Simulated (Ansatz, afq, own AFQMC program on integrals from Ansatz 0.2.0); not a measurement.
**HClO (triplet): AFQMC on the coupled-cluster ladder at distance Cl1–H2 along a hydrogen transfer = 1.620 Å, cc-pVTZ**

Aim: compute HClO (triplet) with auxiliary-field quantum Monte Carlo on the same integrals as coupled cluster, and set the energies side by side.

Method: cc-pVTZ, frozen cores; program: Ansatz 0.2.0, Gaussian basis, and an in-house AFQMC program (afq) on its integrals; all values are calculated.

To be run: CCSD(T) on UHF; PBE (unrestricted); r2SCAN (unrestricted); CCSDT(Q) on UHF; PBE0 (unrestricted); B3LYP (unrestricted); wB97M-V (unrestricted); B2PLYP (unrestricted); Phaseless AFQMC, CISD trial on UHF.

## (1) What is computed

The geometry derives from fragments relaxed apart (PBE0/def2-TZVP) and kept rigid, so it is no stationary point. A hydrogen atom is moved between rigid fragments.

3 atoms, charge 0, spin multiplicity 3.

Atoms are counted from 1 here; the program's logs count them from 0.

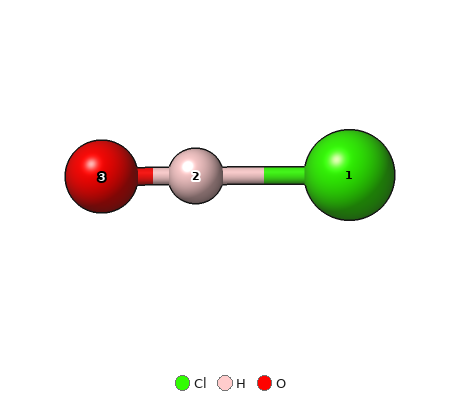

The geometry (chlorine green, hydrogen pink, oxygen red); atoms are numbered from 1 in the order of the file.

## (2) CCSD(T) on UHF

in.yaml

```yaml
crystal:
  periodic: [false, false, false]
  atoms:
    - {symbol: Cl, position_ang: [0.000000, 0.000000, -1.410000]}
    - {symbol: H, position_ang: [0.000000, 0.000000, 0.210000]}
    - {symbol: O, position_ang: [0.000000, 0.000000, 1.200000]}
basis:
  gaussian: {orbitals: cc-pVTZ}
magnetization: {spin_polarized: true, initial_magnetization: 2}
correlation: {method: ccsd_t, electrons: outside_noble_gas, hamiltonian_folder: ham}
```

Launch:

```sh
$ ansatz run in.yaml --threads 1 --pin off --events-out ev --progress --plain --max-ram 24576MiB --backend cuda --devices 0, --max-vram 18GiB
```

Log (excerpt; [...] marks lines left out):

```text
Functional definition: HF
  name "HF"
  cite "Fock, Z. Phys. 61, 126 (1930) doi:10.1007/BF01340294"
  parent pbe
[...]
465 factors; integrals over basis functions are off by at most 1.3e-3 eV
[...]
mean field -14554.59413300 eV, -534.8714689296 hartree, gradient 8.9e-6 eV, S^2 2.032154; 18 other end points of the search recorded, 0 dependent functions left out
determinant -14554.59413300 eV, -534.8714689296 hartree, with singles and doubles -14565.69739164 eV, -535.2795061583 hartree
determinant -14554.40741960 eV, -534.8646073387 hartree, with singles and doubles -14565.43734391 eV, -535.2699495806 hartree
determinant -14554.33356000 eV, -534.8618930483 hartree, with singles and doubles -14565.31621677 eV, -535.2654982405 hartree
determinant -14553.65310951 eV, -534.8368869540 hartree, with singles and doubles -14564.63573157 eV, -535.2404908705 hartree
determinant -14552.30706064 eV, -534.7874205704 hartree, with singles and doubles -14564.00610631 eV, -535.2173525690 hartree
determinant -14551.36949932 eV, -534.7529658273 hartree, with singles and doubles -14562.57350393 eV, -535.1647054026 hartree
determinant -14554.59413300 eV, -534.8714689296 hartree, with singles and doubles -14565.66605362 eV, -535.2783545074 hartree
determinant -14554.40741960 eV, -534.8646073387 hartree, with singles and doubles -14565.41342493 eV, -535.2690705744 hartree
determinant -14554.33356000 eV, -534.8618930483 hartree, with singles and doubles -14565.28293761 eV, -535.2642752536 hartree
6 core orbitals not correlated: weight in the atoms' cores, before any rotation towards them, 1.000 or more for the frozen orbitals, at most 0.000 for the correlated occupied ones
reference -14554.59413300 eV, -534.8714689296 hartree; 8, 6 occupied and 64, 66 virtual orbitals, 465 factors
second order -10.10441354 eV of doubles, -0.00000000 eV of singles
cycle   1  -11.07192155 eV  change   -9.4e-7 eV  update   2.3e-6
perturbative correction -0.35561265 eV, -0.0130685237 hartree
Total energy: -14566.02166720 eV, -535.2914230655 hartree
```

Run time: 6.5 s. Hardware: 1 × NVIDIA H100 80GB HBM3 with 1 thread of AMD EPYC 7R13 (Zen 3), shared host; peak host memory 1.7 GiB.

From the report: ⟨S²⟩ of the determinant 2.032 (pure triplet: 2.00); correlation -11.4275 eV; T1 0.015; largest double amplitude 0.04.

This run also writes the integrals to the folder ham.

## (3) PBE (unrestricted)

in.yaml, as its differences from that of step 2:

```diff
@@ -9,2 +9,3 @@
 magnetization: {spin_polarized: true, initial_magnetization: 2}
-correlation: {method: ccsd_t, electrons: outside_noble_gas, hamiltonian_folder: ham}
+hamiltonian: {xc: {name: PBE}}
+output: {orbitals: {seedname: orbitals}}
```

Launch:

```sh
$ ansatz run in.yaml --threads 1 --pin off --events-out ev --progress --plain --max-ram 8192MiB --backend cpu
```

Log (excerpt; [...] marks lines left out):

```text
Functional definition: PBE
  name "PBE"
  cite "Perdew, Burke & Ernzerhof, Phys. Rev. Lett. 77, 3865 (1996) doi:10.1103/PhysRevLett.77.3865"
  parent pbe
[...]
500 factors; their error is unknown
[...]
mean field -14575.76074606 eV, -535.6493276122 hartree, gradient 4.5e-6 eV, S^2 2.004275; 11 other end points of the search recorded, 0 dependent functions left out
reference -14575.76076899 eV, -535.6493284551 hartree; 14, 12 occupied and 64, 66 virtual orbitals, 500 factors
Total energy: -14575.76076899 eV, -535.6493284551 hartree
```

Run time: 7.5 s. Hardware: 1 thread of AMD EPYC 7R13 (Zen 3), shared host; peak memory 1.7 GiB.

From the report: ⟨S²⟩ of the determinant 2.004 (pure triplet: 2.00).

## (4) r2SCAN (unrestricted)

in.yaml, as its differences from that of step 3:

```diff
@@ -9,3 +9,2 @@
 magnetization: {spin_polarized: true, initial_magnetization: 2}
-hamiltonian: {xc: {name: PBE}}
-output: {orbitals: {seedname: orbitals}}
+hamiltonian: {xc: {name: r2SCAN}}
```

The command is unchanged.

Log (excerpt; [...] marks lines left out):

```text
Functional definition: r2SCAN
  name "r2SCAN"
  cite "Furness, Kaplan, Ning, Perdew & Sun, J. Phys. Chem. Lett. 11, 8208 (2020) doi:10.1021/acs.jpclett.0c02405"
  cite "Furness, Kaplan, Ning, Perdew & Sun, J. Phys. Chem. Lett. 11, 9248 (2020) doi:10.1021/acs.jpclett.0c03077"
  parent r2scan
[...]
500 factors; their error is unknown
[...]
mean field -14581.08004213 eV, -535.8448081372 hartree, gradient 2.8e-6 eV, S^2 2.009871; 18 other end points of the search recorded, 0 dependent functions left out
reference -14581.08004766 eV, -535.8448083406 hartree; 14, 12 occupied and 64, 66 virtual orbitals, 500 factors
Total energy: -14581.08004766 eV, -535.8448083406 hartree
```

Wall time 30 s (1 thread of AMD EPYC 7R13 (Zen 3), shared host); peak memory 1.7 GiB.

From the report: ⟨S²⟩ of the determinant 2.010 (pure triplet: 2.00).

## (5) CCSDT(Q) on UHF

in.yaml, as its differences from that of step 4:

```diff
@@ -9,2 +9,2 @@
 magnetization: {spin_polarized: true, initial_magnetization: 2}
-hamiltonian: {xc: {name: r2SCAN}}
+correlation: {method: ccsdt_q, electrons: outside_noble_gas}
```

Launch:

```sh
$ ansatz run in.yaml --threads 1 --pin off --events-out ev --progress --plain --max-ram 24576MiB --backend cuda --devices 0, --max-vram 18GiB
```

Log (excerpt; [...] marks lines left out):

```text
Functional definition: HF
  name "HF"
  cite "Fock, Z. Phys. 61, 126 (1930) doi:10.1007/BF01340294"
  parent pbe
[...]
896 factors; integrals over basis functions are off by at most 2.4e-7 eV
[...]
mean field -14554.59416905 eV, -534.8714702544 hartree, gradient 9.1e-6 eV, S^2 2.032154; 16 other end points of the search recorded, 0 dependent functions left out
determinant -14554.59416905 eV, -534.8714702544 hartree, with singles and doubles -14565.69745105 eV, -535.2795083419 hartree
determinant -14554.40744903 eV, -534.8646084203 hartree, with singles and doubles -14565.43739930 eV, -535.2699516163 hartree
determinant -14554.33358987 eV, -534.8618941459 hartree, with singles and doubles -14565.31627145 eV, -535.2655002499 hartree
determinant -14553.65313360 eV, -534.8368878394 hartree, with singles and doubles -14564.63577540 eV, -535.2404924811 hartree
[...]
determinant -14554.59416905 eV, -534.8714702544 hartree, with singles and doubles -14565.66609431 eV, -535.2783560028 hartree
determinant -14554.40744903 eV, -534.8646084203 hartree, with singles and doubles -14565.41345931 eV, -535.2690718378 hartree
determinant -14554.33358987 eV, -534.8618941459 hartree, with singles and doubles -14565.28297240 eV, -535.2642765323 hartree
6 core orbitals not correlated: weight in the atoms' cores, before any rotation towards them, 1.000 or more for the frozen orbitals, at most 0.000 for the correlated occupied ones
reference -14554.59416905 eV, -534.8714702544 hartree; 8, 6 occupied and 64, 66 virtual orbitals, 896 factors
second order -10.10444277 eV of doubles, -0.00000000 eV of singles
cycle   1  -10.76959237 eV  change   -6.7e-1 eV  update   7.5e-2
[...]
cycle  20  -11.45837928 eV  change   -6.1e-7 eV  update   3.4e-7
perturbative correction -0.01461171 eV, -0.0005369706 hartree
Total energy: -14566.06716005 eV, -535.2930948969 hartree
```

It took 34 s on 1 × NVIDIA H100 80GB HBM3 with 1 thread of AMD EPYC 7R13 (Zen 3), shared host; peak host memory 1.7 GiB.

From the report: ⟨S²⟩ of the determinant 2.032 (pure triplet: 2.00); correlation -11.4730 eV; T1 0.016; largest double amplitude 0.05.

## (6) PBE0 (unrestricted)

in.yaml, as its differences from that of step 5:

```diff
@@ -9,2 +9,3 @@
 magnetization: {spin_polarized: true, initial_magnetization: 2}
-correlation: {method: ccsdt_q, electrons: outside_noble_gas}
+hamiltonian: {xc: {name: PBE0}}
+output: {orbitals: {seedname: orbitals}}
```

Launch:

```sh
$ ansatz run in.yaml --threads 1 --pin off --events-out ev --progress --plain --max-ram 8192MiB --backend cpu
```

Log:

```text
Functional definition: PBE0
  name "PBE0"
  cite "Adamo & Barone, J. Chem. Phys. 110, 6158 (1999) doi:10.1063/1.478522"
  cite "Perdew, Burke & Ernzerhof, Phys. Rev. Lett. 77, 3865 (1996) doi:10.1103/PhysRevLett.77.3865"
  parent pbe
  parameter a = 0.25
  parameter kappa = 0.804
  parameter beta = 0.06672455060314922
  exchange = (1 - a)*pbe_x(kappa = kappa, mu = beta*pi^2/3) + a*exact_x
  correlation = pbe_c(beta = beta)
526 factors; their error is unknown
mean field evaluation 1: about -14557.8264 eV, gradient 5.5e1 eV
mean field evaluation 2: about -14343.0001 eV, gradient 1.7e2 eV
mean field evaluation 4: about -14571.2301 eV, gradient 2.8e1 eV
mean field evaluation 8: about -14576.0352 eV, gradient 2.4e0 eV
mean field evaluation 16: about -14576.1396 eV, gradient 2.5e-3 eV
mean field evaluation 32: about -14576.5231 eV, gradient 1.5e0 eV
mean field -14576.53747180 eV, -535.6778717568 hartree, gradient 6.4e-6 eV, S^2 2.009725; 4 other end points of the search recorded, 0 dependent functions left out
reference -14576.53748859 eV, -535.6778723737 hartree; 14, 12 occupied and 64, 66 virtual orbitals, 526 factors
Total energy: -14576.53748859 eV, -535.6778723737 hartree
```

Run time: 5.5 s. Hardware: 1 thread of AMD EPYC 7R13 (Zen 3), shared host; peak memory 1.7 GiB.

From the report: ⟨S²⟩ of the determinant 2.010 (pure triplet: 2.00).

## (7) B3LYP (unrestricted)

in.yaml, as its differences from that of step 6:

```diff
@@ -9,3 +9,2 @@
 magnetization: {spin_polarized: true, initial_magnetization: 2}
-hamiltonian: {xc: {name: PBE0}}
-output: {orbitals: {seedname: orbitals}}
+hamiltonian: {xc: {name: B3LYP}}
```

Same command.

Log (excerpt; [...] marks lines left out):

```text
Functional definition: B3LYP
  name "B3LYP"
  cite "Stephens, Devlin, Chabalowski & Frisch, J. Phys. Chem. 98, 11623 (1994) doi:10.1021/j100096a001"
  cite "Becke, Phys. Rev. A 38, 3098 (1988) doi:10.1103/PhysRevA.38.3098"
  cite "Lee, Yang & Parr, Phys. Rev. B 37, 785 (1988) doi:10.1103/PhysRevB.37.785"
  cite "Vosko, Wilk & Nusair, Can. J. Phys. 58, 1200 (1980) doi:10.1139/p80-159"
[...]
515 factors; their error is unknown
[...]
mean field -14583.36542213 eV, -535.9287943030 hartree, gradient 7.6e-7 eV, S^2 2.008119; 4 other end points of the search recorded, 0 dependent functions left out
reference -14583.36559559 eV, -535.9288006777 hartree; 14, 12 occupied and 64, 66 virtual orbitals, 515 factors
Total energy: -14583.36559559 eV, -535.9288006777 hartree
```

Wall time 6 s (1 thread of AMD EPYC 7R13 (Zen 3), shared host); peak memory 1.7 GiB.

From the report: ⟨S²⟩ of the determinant 2.008 (pure triplet: 2.00).

## (8) wB97M-V (unrestricted)

in.yaml, as its differences from that of step 7:

```diff
@@ -9,2 +9,3 @@
 magnetization: {spin_polarized: true, initial_magnetization: 2}
-hamiltonian: {xc: {name: B3LYP}}
+hamiltonian: {xc: {name: wB97M-V}}
+output: {orbitals: {seedname: orbitals}}
```

The command is unchanged.

Log (excerpt; [...] marks lines left out):

```text
Functional definition: wB97M-V
  name "wB97M-V"
  cite "Mardirossian & Head-Gordon, J. Chem. Phys. 144, 214110 (2016) doi:10.1063/1.4952647"
  cite "Becke, J. Chem. Phys. 107, 8554 (1997) doi:10.1063/1.475007"
  cite "Vydrov & Van Voorhis, J. Chem. Phys. 133, 244103 (2010) doi:10.1063/1.3521275"
  # Of w^i u^j: cxij and so on, Table III.
[...]
  gx(w, u) = 1 - cx + cx01*u + cx10*w
  gss(w, u) = css00 + css04*u^4 + css10*w + css20*w^2 + css43*w^4*u^3
  gos(w, u) = cos00 + cos10*w + (cos20 + cos21*u)*w^2 + (cos60 + cos61*u)*w^6
[...]
      + integral(e_c_pw_mod_opposite_spin*gos(b97_w_opposite, b97_u_opposite)) + vv10(b, c)
503 factors; their error is unknown
88 factors; integrals over basis functions are off by at most 8.7e-5 eV
[...]
mean field -14581.39393317 eV, -535.8563434202 hartree, gradient 7.9e-6 eV, S^2 2.008619; 3 other end points of the search recorded, 0 dependent functions left out
reference -14581.39395539 eV, -535.8563442369 hartree; 14, 12 occupied and 64, 66 virtual orbitals, 503 factors
Total energy: -14581.39395539 eV, -535.8563442369 hartree
```

Run time: 9 s. Hardware: 1 thread of AMD EPYC 7R13 (Zen 3), shared host; peak memory 1.7 GiB.

From the report: ⟨S²⟩ of the determinant 2.009 (pure triplet: 2.00).

## (9) B2PLYP (unrestricted)

in.yaml, as its differences from that of step 8:

```diff
@@ -9,3 +9,3 @@
 magnetization: {spin_polarized: true, initial_magnetization: 2}
-hamiltonian: {xc: {name: wB97M-V}}
-output: {orbitals: {seedname: orbitals}}
+hamiltonian: {xc: {name: B2PLYP}}
+correlation: {electrons: outside_noble_gas}
```

The command is unchanged.

Log (excerpt; [...] marks lines left out):

```text
Functional definition: B2PLYP
  name "B2PLYP"
  cite "Grimme, J. Chem. Phys. 124, 034108 (2006) doi:10.1063/1.2148954"
  cite "Becke, Phys. Rev. A 38, 3098 (1988) doi:10.1103/PhysRevA.38.3098"
  cite "Lee, Yang & Parr, Phys. Rev. B 37, 785 (1988) doi:10.1103/PhysRevB.37.785"
[...]
465 factors; integrals over basis functions are off by at most 1.3e-3 eV
[...]
mean field -14574.64041360 eV, -535.6081561538 hartree, gradient 2.1e-6 eV, S^2 2.016684; 8 other end points of the search recorded, 0 dependent functions left out
6 core orbitals not correlated: weight in the atoms' cores, before any rotation towards them, 1.000 or more for the frozen orbitals, at most 0.000 for the correlated occupied ones
reference -14574.64052497 eV, -535.6081602465 hartree; 8, 6 occupied and 64, 66 virtual orbitals, 465 factors
second order -12.24259408 eV of doubles, -0.00000000 eV of singles
Total energy: -14577.94602537 eV, -535.7296351457 hartree
```

Run time: 8 s. Hardware: 1 thread of AMD EPYC 7R13 (Zen 3), shared host; peak memory 1.7 GiB.

From the report: ⟨S²⟩ of the determinant 2.017 (pure triplet: 2.00).

## (10) Phaseless AFQMC, CISD trial on UHF

It reads the integrals that the CCSD(T) run on this determinant wrote.

Launch:

```sh
$ afq ham --method phaseless --trial cisd --walkers 2600 --populations 20 --least-time 60 --time-step 0.005 --steps-per-block 50 --equilibration-blocks 28 --max-blocks 4000 --target-error 0.00022 --factor-cut 1e-05 --start spin_pure --seed 1852 --release-times 0.24,0.51,0.99,1.62,2.4 --release-step 0.03 --release-every 3 --taylor-order 6
```

Log:

```text
orbitals 72  electrons 8 6  factors 456 of 465
reference energy -534.87146893 Eh
CCSD correlation -0.40688582 Eh in 13 cycles, weight of the determinant in the CISD state 0.8787
energy of the start -535.276543 Eh
 block  time / (1/Eh)  mean weight  energy / Eh
     1     0.250  1.0000  -535.274242
     2     0.500  0.9994  -535.280690
     3     0.750  1.0004  -535.285190
     4     1.000  0.9995  -535.288368
     5     1.250  0.9987  -535.289977
     6     1.500  0.9999  -535.291166
     7     1.750  1.0000  -535.291586
     8     2.000  0.9998  -535.294088
     9     2.250  1.0001  -535.292422
    10     2.500  1.0001  -535.292213
    11     2.750  0.9991  -535.292366
    13     3.250  0.9995  -535.293036
    15     3.750  1.0000  -535.292307
    17     4.250  0.9998  -535.293811
    19     4.750  1.0001  -535.291782
    21     5.250  0.9997  -535.291659
    23     5.750  1.0002  -535.291504
    25     6.250  0.9999  -535.291729
    27     6.750  1.0001  -535.292271
    29     7.250  0.9993  -535.291454
    31     7.750  1.0003  -535.292269
    33     8.250  0.9990  -535.294627
    35     8.750  1.0007  -535.291888
    37     9.250  1.0000  -535.292447
    39     9.750  1.0005  -535.293467
    41    10.250  0.9997  -535.294018
    43    10.750  1.0000  -535.293272
    45    11.250  1.0001  -535.292449
    47    11.750  1.0003  -535.292628
    49    12.250  1.0000  -535.293819
    51    12.750  1.0001  -535.294327
    53    13.250  0.9992  -535.291990
    55    13.750  0.9999  -535.290162
    57    14.250  1.0006  -535.291145
    59    14.750  1.0001  -535.291338
    61    15.250  0.9995  -535.291502
    63    15.750  1.0004  -535.290075
    65    16.250  0.9985  -535.291434
    67    16.750  0.9998  -535.299175
    69    17.250  1.0002  -535.292264
    71    17.750  0.9994  -535.292257
    73    18.250  0.9996  -535.292155
    75    18.750  1.0000  -535.292566
    77    19.250  0.9992  -535.292693
    79    19.750  1.0006  -535.293259
    81    20.250  1.0002  -535.291432
    83    20.750  1.0001  -535.291224
    85    21.250  0.9998  -535.292929
    87    21.750  0.9998  -535.291593
error from the spread of 20 populations
released: time / (1/Eh)  energy / Eh  error  mean overlap
  0.24  -535.292737  0.000171  0.9949
  0.51  -535.293036  0.000204  0.9901
  0.99  -535.429484  0.136696  0.9856
  1.62  -535.292795  0.000279  0.9840
  2.40  -535.293226  0.000615  0.9758
energy -535.292331 +/- 0.000218 Eh
```

It took 2 min on 1 × NVIDIA H100 80GB HBM3 with 1 thread of AMD EPYC 7R13 (Zen 3), shared host; peak host memory 1.7 GiB.

Energy -14566.0464 ± 0.0059 eV. Caveats: constraint bias not in the error.

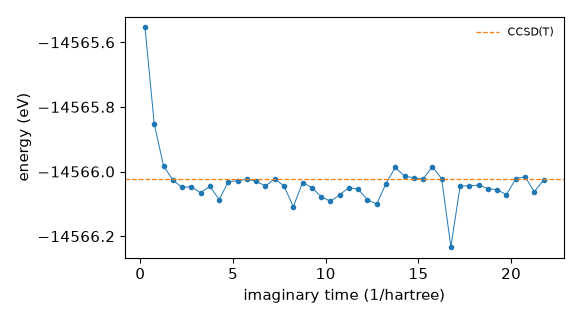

Block energies along the walk.

## (11) All levels side by side

On the UHF determinant, counted from CCSDT(Q) (a yardstick, not exact):

```csv
level,energy (eV),from CCSDT(Q) (meV),statistical error (meV),time
HF,-14554.5941,+11473.0,,
MP2,-14564.6985,+1368.6,,
CCSD,-14565.6661,+401.1,,
CCSD(T),-14566.0217,+45.5,,
CCSDT(Q),-14566.0672,0.0,,
"Phaseless AFQMC, CISD trial, step 0.005, 2600 walkers",-14566.0464,+20.8,5.9,2 min
```

The functionals' totals stand on their own zeros and serve differences with other points: PBE -14575.761 eV; r2SCAN -14581.080 eV; PBE0 -14576.537 eV; B3LYP -14583.366 eV; wB97M-V -14581.394 eV; B2PLYP -14577.946 eV.

## (12) Results

| quantity | value |
| --- | --- |
| CCSD(T) on UHF from CCSDT(Q) | +45.5 meV |
| Phaseless AFQMC, CISD trial on UHF from CCSDT(Q) | +20.8 ± 5.9 meV |

On UHF the phaseless walk with the CISD trial lies +20.8 meV from CCSDT(Q), 3 times its error bar. Error bars are statistical and leave out the constraint, the time step and what remains of the start.
